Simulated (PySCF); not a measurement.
# CH5BF2Si: NMR shifts at several levels of theory, part 2 of 2

PySCF 2.14.0. Atoms count from 0.

**9. Nuclear shieldings: LC-wPBE/pcSseg-2**

The job: settings as JSON, then the geometry in Å.

```
{"job": {"kind": "nmr", "xc": "LC-wPBE", "basis": "pcSseg-2", "pop": false}, "charge": 0, "multiplicity": 1}
F     -1.987546     0.378619     1.342866
B     -1.491649     0.356992     0.116929
F     -1.980585     1.252196    -0.725407
C     -0.367924    -0.627433    -0.290073
Si     1.337680     0.106540     0.081519
H     -0.402104    -0.840725    -1.369649
H     -0.445699    -1.568940     0.275689
H      1.518495     1.380598    -0.677002
H      1.463027     0.395966     1.541517
H      2.406778    -0.855976    -0.318404
```

Level: GIAO LC-wPBE/pcSseg-2 NMR shielding, non-relativistic, gas phase.

The log of the run:

```text
coarse grid: 9072 points
cycle   1  E = -555.0700785815  dE =  3.769e-01  |g| = 7.067e-01  |ddm| = 2.063e+00
cycle   2  E = -555.0893775831  dE = -1.930e-02  |g| = 7.453e-01  |ddm| = 5.490e-01
cycle   3  E = -555.1597505429  dE = -7.037e-02  |g| = 4.785e-02  |ddm| = 2.392e-01
cycle   4  E = -555.1603543396  dE = -6.038e-04  |g| = 2.056e-02  |ddm| = 5.246e-02
cycle   5  E = -555.1604509824  dE = -9.664e-05  |g| = 4.539e-03  |ddm| = 1.893e-02
cycle   6  E = -555.1604565613  dE = -5.579e-06  |g| = 1.146e-03  |ddm| = 4.227e-03
final grid: 84416 points
cycle   7  E = -555.1669298759  dE = -1.600e-04  |g| = 7.260e-03  |ddm| = 3.514e-02
cycle   8  E = -555.1669317817  dE = -1.906e-06  |g| = 6.508e-03  |ddm| = 4.636e-03
cycle   9  E = -555.1669373045  dE = -5.523e-06  |g| = 7.857e-04  |ddm| = 2.288e-03
cycle  10  E = -555.1669374337  dE = -1.293e-07  |g| = 2.501e-04  |ddm| = 4.428e-04
cycle  11  E = -555.1669374456  dE = -1.186e-08  |g| = 5.365e-05  |ddm| = 1.938e-04
cycle  12  E = -555.1669374466  dE = -1.016e-09  |g| = 1.782e-05  |ddm| = 6.666e-05
cycle  13  E = -555.1669374468  dE = -1.676e-10  |g| = 6.625e-06  |ddm| = 4.068e-05
converged SCF energy = -555.1669374468

GIAO shielding tensors (ppm)
atom      isotropic    diamagn.    paramagn.     s11        s22        s33       span
  0 F      253.076     467.160    -214.084     87.172    302.261    369.795    282.622
  1 B       68.791     195.113    -126.322     36.701     78.975     90.696     53.995
  2 F      253.344     467.143    -213.799     87.829    303.125    369.077    281.249
  3 C      193.770     245.742     -51.972    182.555    190.073    208.684     26.129
  4 Si     413.282     877.327    -464.045    391.422    394.099    454.324     62.902
  5 H       30.859      30.108       0.751     26.788     28.161     37.628     10.840
  6 H       30.843      30.068       0.775     26.829     28.097     37.604     10.775
  7 H       27.330      28.783      -1.453     24.146     25.772     32.072      7.927
  8 H       27.320      28.783      -1.462     24.134     25.779     32.049      7.915
  9 H       27.293      28.202      -0.909     24.270     25.082     32.526      8.255
```

It took 39 s on 1 thread of Arm Neoverse V1, shared host; peak memory 1.1 GiB.

This run: δ C3 -5.5, F0 -49.6, B1 30.2, Si4 -66.6, H7 4.00, H5 0.47 ppm (means over like atoms).

**10. Nuclear shieldings: PBE0/6-31G**

Settings changed since step 9:

```diff
@@ -1,2 +1,2 @@
-{"job": {"kind": "nmr", "xc": "LC-wPBE", "basis": "pcSseg-2", "pop": false}, "charge": 0, "multiplicity": 1}
+{"job": {"kind": "nmr", "xc": "PBE0", "basis": "6-31G", "pop": true}, "charge": 0, "multiplicity": 1}
 F     -1.987546     0.378619     1.342866
```

With the program's defaults for keys left out, this is: GIAO PBE0/6-31G NMR shielding, non-relativistic, gas phase.

The log of the run:

```text
coarse grid: 9072 points
cycle   1  E = -554.6919278942  dE =  3.944e-01  |g| = 6.686e-01  |ddm| = 2.730e+00
cycle   2  E = -554.6403242676  dE =  5.160e-02  |g| = 9.044e-01  |ddm| = 1.143e+00
cycle   3  E = -554.7767456821  dE = -1.364e-01  |g| = 5.448e-02  |ddm| = 6.388e-01
cycle   4  E = -554.7773728718  dE = -6.272e-04  |g| = 2.054e-02  |ddm| = 6.074e-02
cycle   5  E = -554.7774793904  dE = -1.065e-04  |g| = 1.670e-03  |ddm| = 2.086e-02
cycle   6  E = -554.7774804605  dE = -1.070e-06  |g| = 3.272e-04  |ddm| = 3.128e-03
final grid: 84416 points
cycle   7  E = -554.7562416962  dE = -7.945e-06  |g| = 4.131e-03  |ddm| = 1.142e-02
cycle   8  E = -554.7562395819  dE =  2.114e-06  |g| = 5.086e-03  |ddm| = 8.220e-03
cycle   9  E = -554.7562463177  dE = -6.736e-06  |g| = 3.964e-04  |ddm| = 4.507e-03
cycle  10  E = -554.7562463417  dE = -2.406e-08  |g| = 8.984e-05  |ddm| = 3.392e-04
cycle  11  E = -554.7562463431  dE = -1.376e-09  |g| = 1.850e-05  |ddm| = 8.426e-05
cycle  12  E = -554.7562463432  dE = -9.436e-11  |g| = 5.469e-06  |ddm| = 2.419e-05
converged SCF energy = -554.7562463432

GIAO shielding tensors (ppm)
atom      isotropic    diamagn.    paramagn.     s11        s22        s33       span
  0 F      240.198     470.920    -230.722     54.890    286.290    379.414    324.524
  1 B       86.466     195.833    -109.367     55.669     97.319    106.411     50.743
  2 F      240.096     470.785    -230.690     55.097    286.643    378.547    323.450
  3 C      205.145     256.838     -51.693    198.415    199.832    217.189     18.775
  4 Si     490.124     881.776    -391.651    468.632    475.103    526.637     58.005
  5 H       32.475      30.998       1.477     27.438     29.748     40.238     12.800
  6 H       32.456      30.968       1.488     27.457     29.699     40.211     12.754
  7 H       28.867      29.379      -0.512     25.128     27.198     34.275      9.147
  8 H       28.853      29.373      -0.520     25.117     27.194     34.249      9.132
  9 H       28.819      29.192      -0.373     25.382     26.546     34.529      9.147
```

Run time: 4.1 s. Hardware: 1 thread of Arm Neoverse V1, shared host; peak memory 0.38 GiB.

This run: δ C3 -5.6, F0 -62.8, B1 26.7, Si4 -45.4, H7 3.77, H5 0.15 ppm (means over like atoms).

**11. Nuclear shieldings: PBE0/STO-3G**

Settings changed since step 10:

```diff
@@ -1,2 +1,2 @@
-{"job": {"kind": "nmr", "xc": "PBE0", "basis": "6-31G", "pop": true}, "charge": 0, "multiplicity": 1}
+{"job": {"kind": "nmr", "xc": "PBE0", "basis": "STO-3G", "pop": true}, "charge": 0, "multiplicity": 1}
 F     -1.987546     0.378619     1.342866
```

Level: GIAO PBE0/STO-3G NMR shielding, non-relativistic, gas phase.

The log of the run:

```text
coarse grid: 9072 points
cycle   1  E = -547.8300205912  dE =  1.615e-01  |g| = 5.173e-01  |ddm| = 3.668e+00
cycle   2  E = -547.8407584983  dE = -1.074e-02  |g| = 5.438e-01  |ddm| = 1.407e+00
cycle   3  E = -547.9317847326  dE = -9.103e-02  |g| = 3.950e-02  |ddm| = 6.655e-01
cycle   4  E = -547.9322385923  dE = -4.539e-04  |g| = 1.074e-02  |ddm| = 6.548e-02
cycle   5  E = -547.9322734304  dE = -3.484e-05  |g| = 1.126e-03  |ddm| = 1.577e-02
cycle   6  E = -547.9322739430  dE = -5.126e-07  |g| = 2.443e-04  |ddm| = 2.306e-03
final grid: 84416 points
cycle   7  E = -547.8909423418  dE = -2.618e-06  |g| = 2.808e-03  |ddm| = 9.127e-03
cycle   8  E = -547.8909421344  dE =  2.074e-07  |g| = 2.963e-03  |ddm| = 7.511e-03
cycle   9  E = -547.8909448136  dE = -2.679e-06  |g| = 9.585e-05  |ddm| = 3.869e-03
cycle  10  E = -547.8909448169  dE = -3.245e-09  |g| = 2.939e-05  |ddm| = 1.813e-04
cycle  11  E = -547.8909448171  dE = -2.620e-10  |g| = 1.150e-05  |ddm| = 5.274e-05
converged SCF energy = -547.8909448171

GIAO shielding tensors (ppm)
atom      isotropic    diamagn.    paramagn.     s11        s22        s33       span
  0 F      290.199     453.347    -163.147    100.727    207.044    562.827    462.101
  1 B      105.724     204.863     -99.138     91.833    106.546    118.794     26.961
  2 F      290.335     453.275    -162.940    100.994    207.796    562.214    461.220
  3 C      241.724     246.921      -5.197    233.007    241.675    250.490     17.483
  4 Si     581.393     869.120    -287.727    559.894    562.319    621.967     62.073
  5 H       32.580      31.257       1.323     27.377     29.086     41.278     13.901
  6 H       32.582      31.242       1.341     27.409     29.037     41.301     13.891
  7 H       31.027      31.658      -0.630     27.102     28.876     37.105     10.003
  8 H       31.007      31.650      -0.643     27.073     28.869     37.079     10.006
  9 H       30.828      30.724       0.104     27.299     27.972     37.212      9.913
```

Run time: 2.1 s. Hardware: 1 thread of Arm Neoverse V1, shared host; peak memory 0.32 GiB.

In short: δ C3 -7.0, F0 14.1, B1 23.0, Si4 -63.8, H7 1.65, H5 0.02 ppm (means over like atoms).

**12. Run by run: NMR shifts**

Shifts (ppm), means over like atoms, with basis size and wall time:

| run | C3 | H7 | H5 | F0 | B1 | Si4 | functions | time |
| --- | --- | --- | --- | --- | --- | --- | --- | --- |
| PBE0/pcSseg-2 | -5.6 | 4.09 | 0.51 | -72.8 | 29.1 | -67.8 | 257 | 21 s |
| mPW1PW91/pcSseg-2 | -5.4 | 4.06 | 0.50 | -72.6 | 29.1 | -67.1 | 257 | 20 s |
| WP04/pcSseg-2 | -4.5 | 3.54 | 0.47 | -86.6 | 29.8 | -60.6 | 257 | 21 s |
| B97-2/pcSseg-2 | -5.7 | 4.01 | 0.47 | -77.9 | 28.1 | -65.8 | 257 | 21 s |
| BHandHLYP/pcSseg-2 | -5.5 | 3.95 | 0.42 | -64.9 | 30.1 | -66.1 | 257 | 20 s |
| CAM-B3LYP/pcSseg-2 | -5.1 | 4.03 | 0.46 | -64.7 | 30.3 | -70.2 | 257 | 29 s |
| wB97X-D/pcSseg-2 | -5.9 | 4.06 | 0.43 | -69.4 | 28.6 | -68.1 | 257 | 27 s |
| LC-wPBE/pcSseg-2 | -5.5 | 4.00 | 0.47 | -49.6 | 30.2 | -66.6 | 257 | 39 s |
| PBE0/6-31G | -5.6 | 3.77 | 0.15 | -62.8 | 26.7 | -45.4 | 59 | 4.1 s |
| PBE0/STO-3G | -7.0 | 1.65 | 0.02 | 14.1 | 23.0 | -63.8 | 34 | 2.1 s |

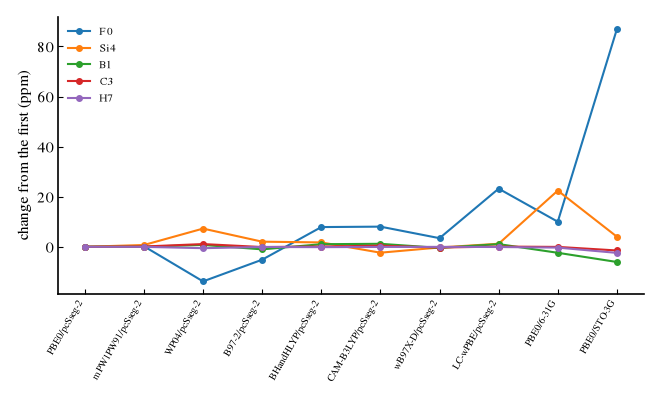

How five of the tabulated atoms move from run to run.

**13. Results**

The summary covers parts 1 to 2.

| quantity | value |
| --- | --- |
| ¹³C shifts against TMS (PBE0/pcSseg-2) | -5.6 ppm |
| ¹H shifts against TMS (PBE0/pcSseg-2, means over atoms taken as alike) | 4.09, 0.51 ppm |
| ¹⁹F shifts against CFCl3 (PBE0/pcSseg-2, means over atoms taken as alike) | -72.8 ppm |
| ¹¹B shifts against BF3·OEt2 (PBE0/pcSseg-2) | 29.1 ppm |
| ²⁹Si shifts against TMS (PBE0/pcSseg-2) | -67.8 ppm |
| range of the shift of F0 (with its like atoms) (minimal bases aside) | -86.6 to -49.6 ppm |
| property runs in this session | 10, of which 0 failed and 1 gave unsound results |

What this shows: Single values in the summary come from the first sound run of each kind (PBE0/pcSseg-2), which need not be the best level. At PBE0/pcSseg-2: The widest tensor belongs to F0, F2: span 283 ppm, with a paramagnetic part of -219 ppm. Leaving out the minimal-basis runs, which are unusable for shieldings: Across the 9 runs the shift of F0 (with its like atoms) moves most, between -86.6 (WP04/pcSseg-2) and -49.6 ppm (LC-wPBE/pcSseg-2). Most of that comes from the computed reference, not from the atom's own shielding.
